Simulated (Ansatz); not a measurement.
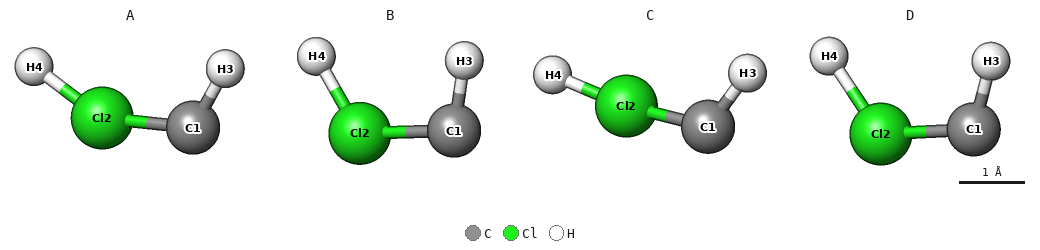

4 geometries from one relaxation of CH$_{2}$Cl (charge +1), in shuffled order. A ball-and-stick model, seen at a tilt.

It is one of the separated reactants of a reaction.

These are results of Ansatz 0.2.0, RKS PBE-D4/def2-SVP, not measurements. (force threshold 0.03 eV/Å; at most 250 steps)

Put them in the order of the run, from the start to the converged end.

Answer. C, A, D, B. They are steps 0, 1, 3, 9, at +1.914 eV, +0.673 eV, +0.076 eV relative to the last. The atom that moves furthest after the best rigid fit is H4 (0.52 Å). By element the largest moves are H 0.52 Å, Cl 0.44 Å, C 0.12 Å. Some distances before and after: C1–Cl2 1.585 → 1.719 Å, Cl2–H4 1.330 → 1.378 Å, C1–H3 1.091 → 1.129 Å. Among the angles between lasting bonds that change: C1–Cl2–H4 164.6° → 118.0°, Cl2–C1–H3 119.3° → 106.3°. Over 7 accepted moves (9 points after the start) the energy falls by 1.914 eV. Largest force component: 4 eV/Å at the start, 0.0088 eV/Å at the end. The line search rejected the trial steps at points 4, 8 of the run. Cost: 3.3 s on 2 threads of Arm Neoverse V2, on a shared host.
